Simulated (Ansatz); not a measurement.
H₄C: several calculations on one system

### Relaxation

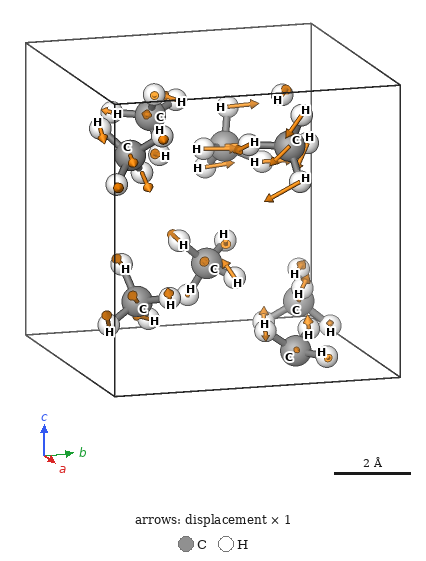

A relaxation of an amorphous cell of composition H4C. The starting structure is drawn; orange arrows show the displacements, at their true length.

The picture is a ball-and-stick view of the cell of the calculation, seen slightly off an axis.

The cell holds 8 CH4. The run prepares the start of a later molecular dynamics calculation, from a guessed geometry.

Level of theory: Ansatz, DFT PBE-D3(BJ), scalar-relativistic, plane waves, PAW. (plane-wave cutoff 420 eV; k-point mesh 1 × 1 × 1; occupations fermi dirac; smearing width 0.05 eV; no spin polarisation; atoms relaxed in a fixed cell; force threshold 0.3 eV/Å; at most 15 steps)

Question: Describe the change and its energy.

Answer: Over 7 geometry steps the energy falls by 1.657 eV per cell of the calculation. The largest force component goes from 0.76 to 0.15 eV/Å. An H atom moves most: 1.12 Å along [−1 −3 −2]. Largest moves by element: H 1.12 Å, C 0.87 Å. The cell stays as it was. Near-neighbour distances that change, for instance: C–H 1.090 → 1.096 Å.

Limits of the set-up: the program's low-accuracy preset was used; the periodic images lie only 8.0 Å apart, so the values are limited by the cell's size.

### Dynamics

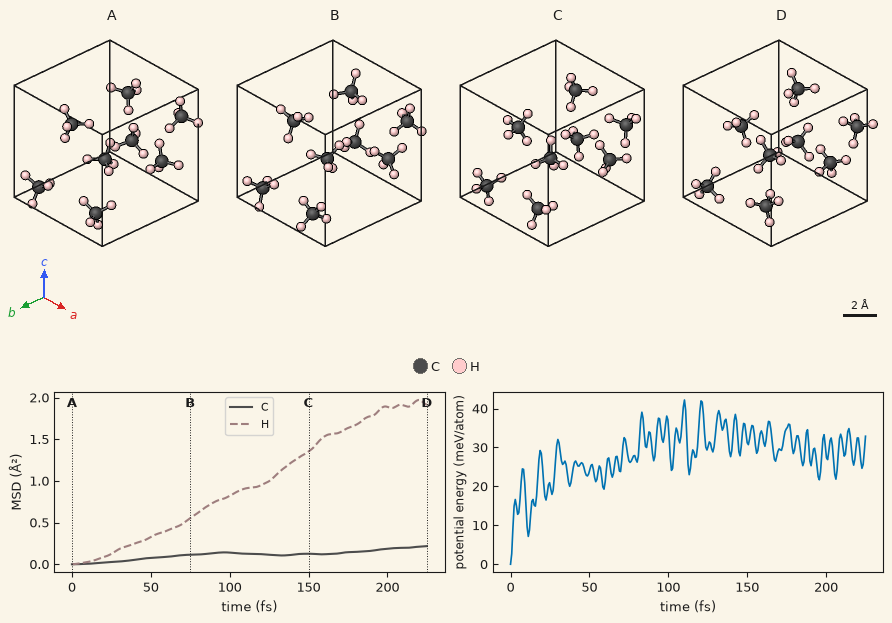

Molecular dynamics of a periodic cell with 8 CH4 at 0.423 g/cm³, 225 fs long. Frames (A at 0 fs, B at 75 fs, C at 150 fs, D at 225 fs) and the history of the run. The picture is a ball-and-stick view of the simulation cell, seen from a free direction. Atoms that leave the cell re-enter on the other side.

All numbers below come from Ansatz, DFT PBE-D3(BJ), scalar-relativistic, plane waves, PAW. Settings: plane-wave cutoff 420 eV; k-point mesh 1 × 1 × 1; Fermi-Dirac smearing 0.05 eV; low-accuracy preset; Langevin thermostat (NVT); set temperature 350 K; time step 0.75 fs; friction 0.02 per fs.

### What happens in this trajectory?

In the second half of the run the atoms are, in the root-mean-square, this far from where they began (common drift taken out): H 1.23 Å, C 0.38 Å. The heavy atoms stay within a fraction of a molecule's size of their starting places, while the hydrogen atoms travel further, as molecules turn; so short a run doesn't tell a liquid from a solid. Over the second half the temperature averages 348 K (spread ±36 K). The potential energy in the second half lies on average 31.1 meV per atom above the first frame.

Limits of the set-up: the program's low-accuracy preset was used; the periodic images lie only 8.0 Å apart, so the values are limited by the cell's size.

The run took 7.8 min on 1 thread of AMD EPYC 7R43 64-Core Processor (Zen 3) (shared host), peak memory 0.52 GiB.

### Energy conservation

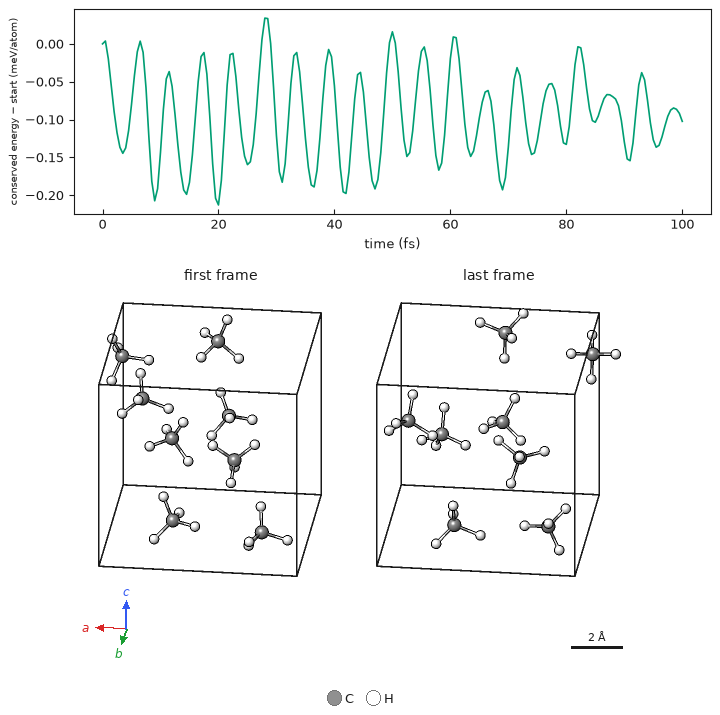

First-principles dynamics of a periodic cell with 8 CH4 at 0.423 g/cm³, 100 fs long. It starts from the last geometry of an earlier run, with fresh velocities. A ball-and-stick model of the simulation cell, seen from a free direction.

These are results of DFT PBE-D3(BJ), scalar-relativistic, plane waves, PAW (Ansatz 0.2.0), not measurements. Settings: plane-wave cutoff 420 eV; k-point mesh 1 × 1 × 1; Fermi-Dirac smearing 0.05 eV; low-accuracy preset; Nosé-Hoover thermostat (NVT); set temperature 350 K; time step 0.5 fs; thermostat time 5.0 fs.

Check the integration.

The conserved quantity stays between −0.21 and 0.034 meV per atom of its start. A straight-line fit has a slope that amounts to +0.004 meV per atom over 100 fs (under 0.1 % of the mean kinetic energy), and the ripple about it is 1.3 % of the kinetic energy's fluctuation. With a drift under 2 % and a ripple under 7 %, the integration is accurate. The thermostat's time constant is so short that it disturbs the motion. Over the second half the temperature averages 351 K (spread ±33 K). The potential energy in the second half lies on average 5.2 meV per atom below the first frame.

Limits of the set-up: the program's low-accuracy preset was used; the periodic images lie only 8.0 Å apart, so the values are limited by the cell's size.

The run took 4.8 min on 1 thread of AMD EPYC 7R43 64-Core Processor (Zen 3), on a shared host, peak memory 0.51 GiB.
